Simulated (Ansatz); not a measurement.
The calculation's input:

```
crystal:
  periodic: [false, false, false]
  atoms:
    - { symbol: Al, position_ang: [0.0, 0.0, 0.0] }
    - { symbol: F, position_ang: [0.0, 0.0, 1.69] }
    - { symbol: H, position_ang: [1.351, 0.0, -0.78] }
    - { symbol: H, position_ang: [-1.351, 0.0, -0.78] }
basis:
  gaussian: { orbitals: def2-mTZVP }
hamiltonian:
  xc: r2scan
  dispersion: d4
relax:
  f_tol: 0.02
  max_steps: 40
output:
  orbitals: {}
```

Run with:

```sh
ansatz run input.yaml --threads 1 --pin off --max-ram 2048MiB --backend cpu --events-out ev --progress --plain --runs-dir out
```

The fields are those of the run's last geometry, not of the input's.

Level of theory: RKS r2SCAN-D4/def2-mTZVP (Ansatz).

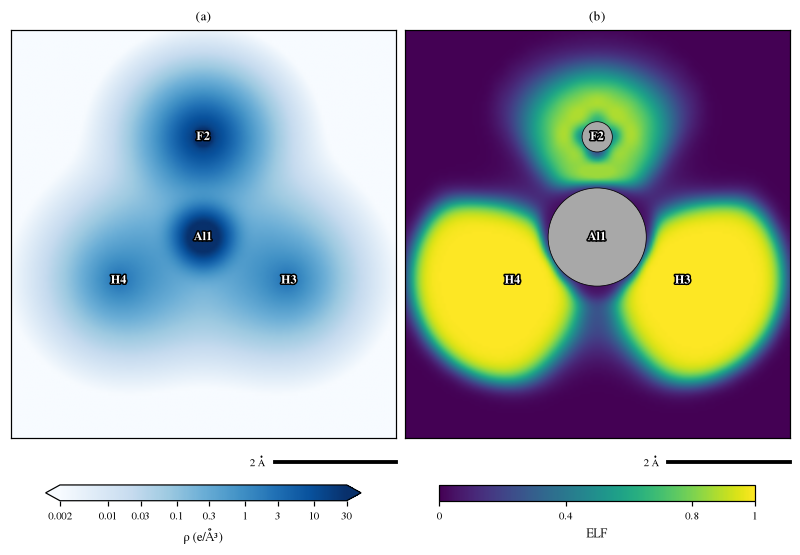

AlFH₂. (a) total electron density; (b) electron localisation function on the molecular plane. Grey discs cover the atomic cores in the ELF map.

### What does the map show?

The section cuts through Al, F and H sites.
Al–F (1.65 Å): ρ at the midpoint is about 0.85 e/Å³; the ELF peaks at about 0.85 in the valence shell of F, 0.6 Å from its nucleus, and is about 0.25 at the midpoint.
Al–H (1.58 Å): the density is about 0.56 e/Å³ at the midpoint; the ELF climbs to about 1 towards the hydrogen.
The ELF also peaks beside F2, away from the bonds: lone-pair regions.
